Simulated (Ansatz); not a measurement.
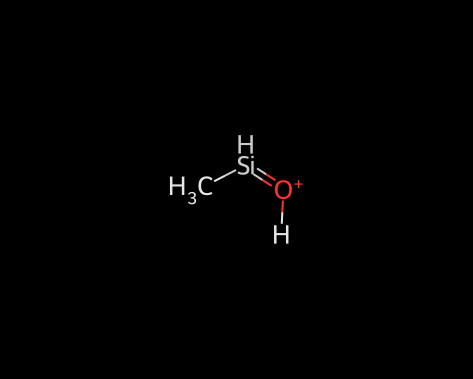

The drawing above gives the connectivity. The species has charge +1 and is a spin singlet. The geometry was computed by an optimisation with PBE0-D4/def2-TZVP. No frequency run is at hand to confirm it as a minimum.

What does the molecule look like in three dimensions?

It has 8 atoms: 1 carbon, 5 hydrogen, 1 oxygen and 1 silicon (CH₅OSi⁺). Its SMILES string is `[H]/[O+]=[SiH]\C`. It has no ring. Among its groups: Si–H bond. This geometry has Cs symmetry. Coordination: 1 C tetrahedral; 1 Si trigonal planar; 1 O bent.

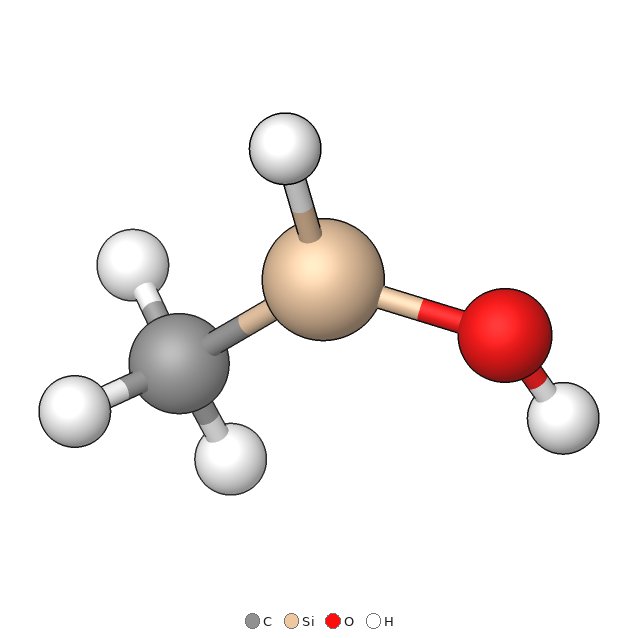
